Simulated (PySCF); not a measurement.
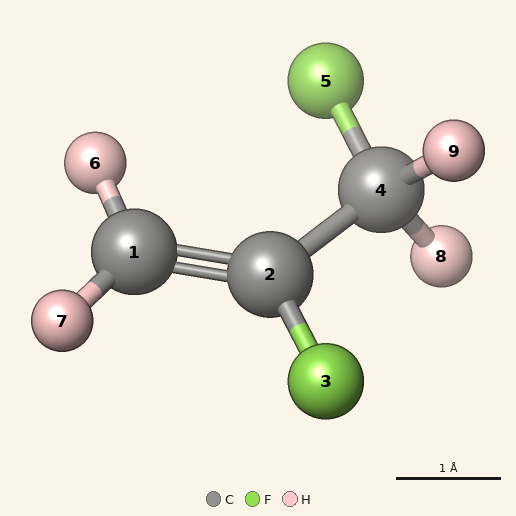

Orthographic view. Distant atoms are faded towards the background colour. The computed structure is the end point of a PBE0-D3(BJ)/def2-SVP optimisation. No frequency run is at hand to confirm it as a minimum.

Give the geometry as a Z-matrix, atoms in numerical order, with these reference atoms: 2 to 1; 3 to 2, 1; 4 to 2, 1, 3; 5 to 4, 2, 1; 6 to 1, 2, 3; 7 to 1, 6, 2; 8 to 4, 5, 2; 9 to 4, 8, 5.

```
C  
C    1   1.325
F    2   1.337   1   122.5
C    2   1.495   1   127.0   3   180.0
F    4   1.362   2   111.1   1    -0.2
H    1   1.089   2   119.0   3   180.0
H    1   1.091   6   120.1   2   179.9
H    4   1.105   5   109.7   2   121.0
H    4   1.105   8   107.6   5  -119.3
```
